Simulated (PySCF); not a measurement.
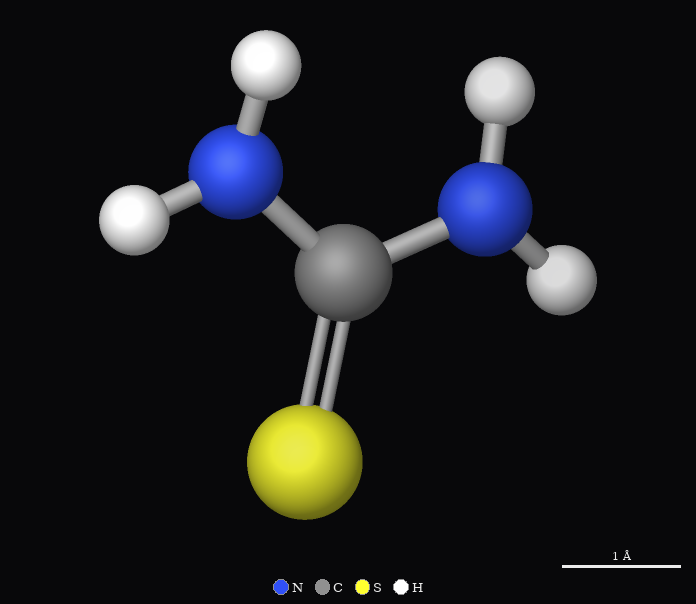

A ball-and-stick model of a molecule. Double and triple bonds are drawn as two and three sticks.

Description:

Formula CH4N2S. Its SMILES string is `NC(N)=S`. It has no ring. Coordination, clear cases only: 1 C trigonal planar.

More results for the same structure follow; atom numbers are the same in all pictures, views and colours differ. The computed structure is the end point of a PBE0-D3(BJ)/def2-SVP optimisation. No frequency run is at hand to confirm it as a minimum.

## Geometry

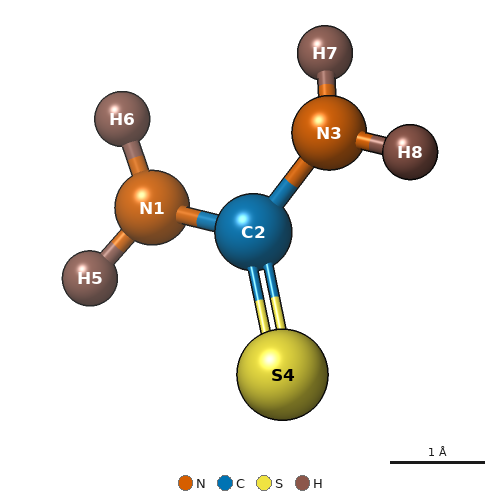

No frequency run is at hand to confirm it as a minimum.

Give these bond angles: N1–C2–N3, N1–C2–S4, C2–N1–H6, C2–N1–H5, H5–N1–H6.

```csv
angle,degrees
N1–C2–N3,115.6
N1–C2–S4,122.2
C2–N1–H6,121.9
C2–N1–H5,116.3
H5–N1–H6,118.0
```

## Levels of theory compared

No frequency run is at hand to confirm it as a minimum. Program: PySCF 2.14.0.

At this fixed geometry, give HOMO–LUMO gap (eV), HOMO energy (eV) at these levels: BHandHLYP/aug-pcX-1 (pcseg-1 on H) (def2-SVPD on S); PBE0/pcSseg-1 in chloroform (IEF-PCM); PBE0/pcSseg-1 in methanol (IEF-PCM); ωB97X-D/def2-SVPD; ωB97X-D/def2-SVPD in chloroform (IEF-PCM); ωB97X-D/def2-SVPD in methanol (IEF-PCM).

| level | HOMO–LUMO gap (eV) | HOMO energy (eV) |
| --- | --- | --- |
| BHandHLYP/aug-pcX-1 (pcseg-1 on H) (def2-SVPD on S) | 7.21 | −7.19 |
| PBE0/pcSseg-1 in chloroform (IEF-PCM) | 6.36 | −6.30 |
| PBE0/pcSseg-1 in methanol (IEF-PCM) | 6.48 | −6.45 |
| ωB97X-D/def2-SVPD | 9.35 | −7.93 |
| ωB97X-D/def2-SVPD in chloroform (IEF-PCM) | 9.64 | −8.26 |
| ωB97X-D/def2-SVPD in methanol (IEF-PCM) | 9.76 | −8.41 |

## Dipole moment

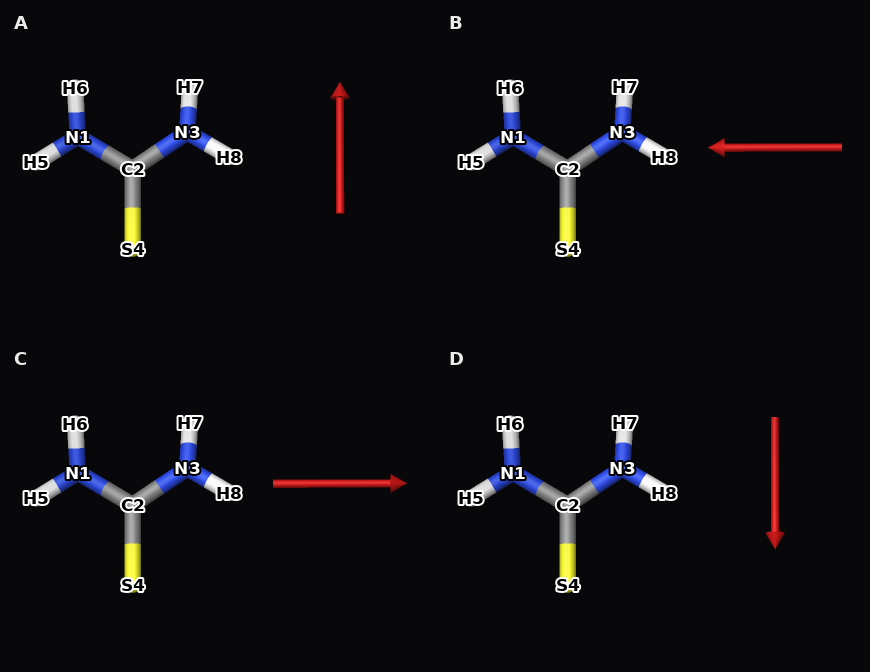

The same molecule four times, each with an arrow. No frequency run is at hand to confirm it as a minimum. Level of theory: PBE0/pcSseg-1 in chloroform (IEF-PCM) (PySCF 2.14.0).

Question: Which arrow points along the dipole moment, from the negative to the positive end?

Answer: A. The dipole moment is 6.78 D; it points from the side of S4 to the side of H6, H7 (the outermost atoms at the two ends).

## Excitation

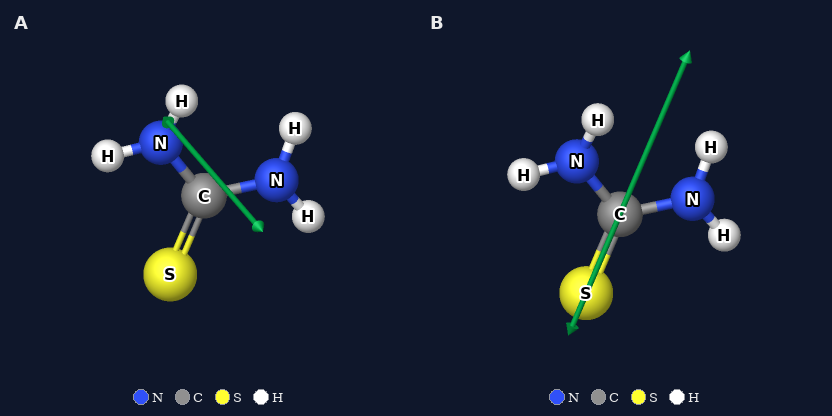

The double arrows show the directions of two transition dipoles from the ground state (lengths mean nothing). No frequency run is at hand to confirm it as a minimum. Level of theory: TDDFT ωB97X-D/def2-SVPD, vertical, IEF-PCM methanol (non-equilibrium linear response), core orbitals frozen in the response (PySCF 2.14.0).

Question: One belongs to singlet state 2 and one to singlet state 4. Which is which?

Answer: A: state 4, 6.46 eV (192 nm), oscillator strength 0.054, mainly HOMO−1 → LUMO+1 (weight 0.90).
B: state 2, 5.46 eV (227 nm), oscillator strength 0.28, mainly HOMO−1 → LUMO (weight 0.92).
